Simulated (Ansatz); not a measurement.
AlSiH$_{4}$Cl$_{2}$: several calculations on one system

**1. Relaxation**

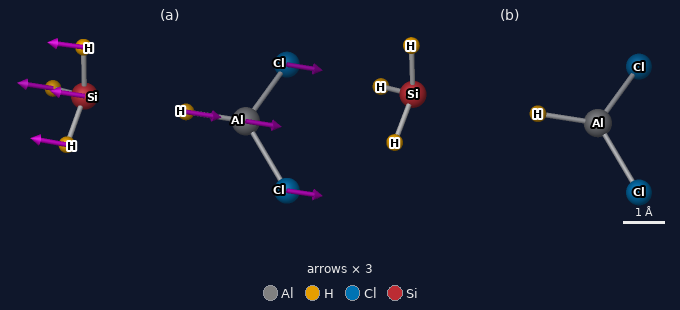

The structure of AlSiH$_{4}$Cl$_{2}$ (multiplicity 2) before (left) and after (right) a relaxation, at one scale. The purple arrows give the displacements, magnified 3 times.

Style: ball-and-stick. Shown at a tilt.

The run prepares an end point of a later path (reaction) calculation, from a guessed geometry.

Level of theory: UKS PBE0-D4/6-31G* in Ansatz. (collinear spin; force threshold 0.03 eV/Å; at most 50 steps)

### Summarise the run.

Over 4 accepted moves (5 points after the start) the energy falls by 0.65 kcal/mol. Largest force component: 0.26 eV/Å at the start, 0.0084 eV/Å at the end. The line search rejected the trial step at point 3 of the run. The largest move after the best rigid fit is that of an H atom, 0.32 Å. Largest moves by element: H 0.32 Å, Cl 0.32 Å, Al 0.31 Å, Si 0.30 Å. The run took 25 s on 2 threads of Intel(R) Xeon(R) Platinum 8375C CPU @ 2.90GHz (Ice Lake), on a shared host, peak memory 0.27 GiB.

Limits of the set-up: the start holds two separate molecules, 2.7 Å apart at their closest, whose relative position is a soft coordinate.

**2. Relaxation**

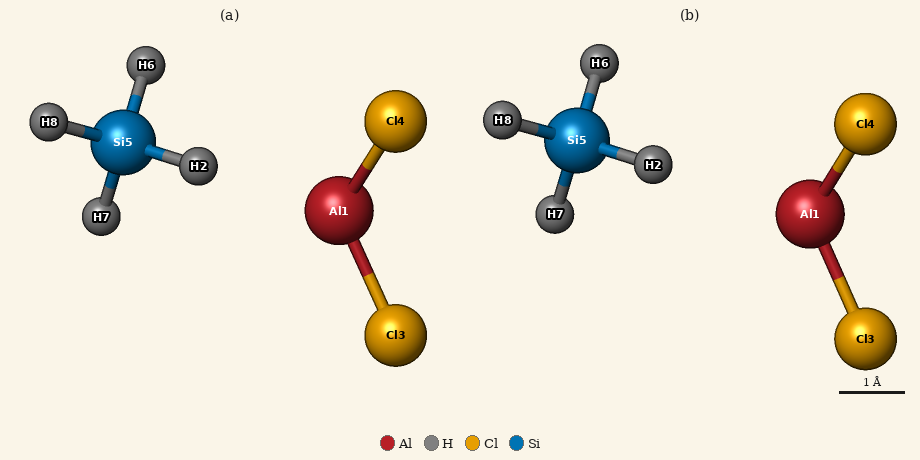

The structure of AlSiH$_{4}$Cl$_{2}$ (multiplicity 2) before (left) and after (right) a relaxation, at one scale.

A ball-and-stick model, seen from a free direction.

The run prepares an end point of a later path (reaction) calculation, from a guessed geometry.

Method: UKS PBE0-D4/6-31G* (Ansatz 0.2.0).

Input
```yaml
crystal:
  periodic: [false, false, false]
  atoms:
    - { symbol: Al, position_ang: [0.000203, -8.6e-05, -0.453329] }
    - { symbol: H, position_ang: [0.000771, -0.000116, 2.309984] }
    - { symbol: Cl, position_ang: [1.806707, 7.9e-05, -1.563627] }
    - { symbol: Cl, position_ang: [-1.80705, 8.7e-05, -1.562372] }
    - { symbol: Si, position_ang: [0.000167, -3.6e-05, 3.78553] }
    - { symbol: H, position_ang: [-0.760367, -1.183732, 4.268285] }
    - { symbol: H, position_ang: [1.404986, -0.066336, 4.26958] }
    - { symbol: H, position_ang: [-0.645419, 1.250141, 4.268148] }
magnetization:
  spin_polarized: true
  initial_magnetization: 1
basis:
  gaussian: { orbitals: "6-31G*" }
hamiltonian:
  xc: pbe0
  dispersion: d4
relax:
  f_tol: 0.03
  max_steps: 50
```

Command:
```bash
ansatz run input.yaml --threads 2 --pin off --max-ram 3072MiB --backend cpu --events-out ev --progress --plain --runs-dir out
```

Describe what moved and what it gained.

Al1 moves most after the best rigid fit: 0.22 Å. Largest moves by element: Al 0.22 Å, Cl 0.19 Å, H 0.13 Å, Si 0.12 Å. Some distances before and after: H2–Si5 1.476 → 1.495 Å, Al1–Cl3 2.120 → 2.114 Å. The energy falls by 1.47 kJ/mol in 2 geometry steps. The largest force component goes from 0.48 to 0.012 eV/Å.

Limits of the set-up: the start holds two separate molecules, 2.8 Å apart at their closest, whose relative position is a soft coordinate.

**3. Path**

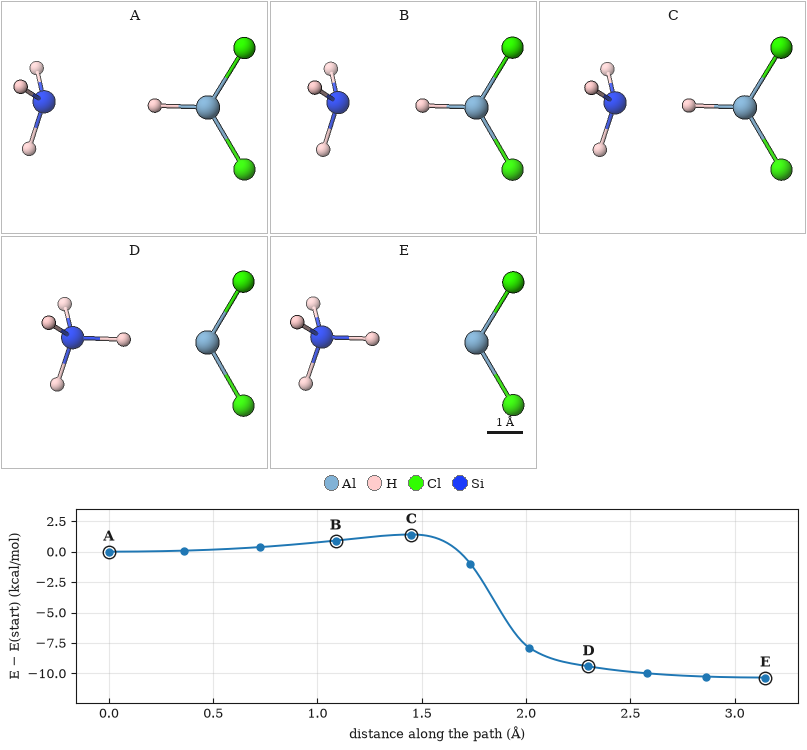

NEB run on AlSiH4Cl2 (multiplicity 2), made up at the start of AlHCl$_{2}$ and SiH₃. Images are numbered from 0 (start) to 10 (end). Frames A to E are images 0, 3, 4, 7, 10. Style: ball-and-stick. Shown at a tilt.

Computed with UKS PBE0-D4/6-31G* (Ansatz 0.2.0). Set-up: 9 movable images; climbing image; force threshold 0.05 eV/Å; iteration limit 48; starting path through a guess of the saddle point.

Question: Describe the mechanism and the energy profile.

Answer: The energy climbs by 1.4 kcal/mol to image 4 and then falls by 11.8 kcal/mol, so the end point sits at −10.3 kcal/mol. A hydrogen atom shifts from one atom to another. Breaking: Al–H (1.57 → 3.08 Å). Forming: H–Si (3.28 → 1.49 Å). The band converged in 8 iterations. The largest component of the band force went from 2.1 to 0.03 eV/Å. The climbing image converged on the top of the path. Its vibrational analysis gives 2 imaginary modes over 30i cm⁻¹, so it isn't confirmed as a transition state.

Limits of the set-up: the start holds two separate molecules, 3.3 Å apart at their closest, whose relative position is a soft coordinate.

Cost: 4.7 min on 2 threads of Intel(R) Xeon(R) Platinum 8375C CPU @ 2.90GHz (Ice Lake), on a shared host, peak memory 0.28 GiB.
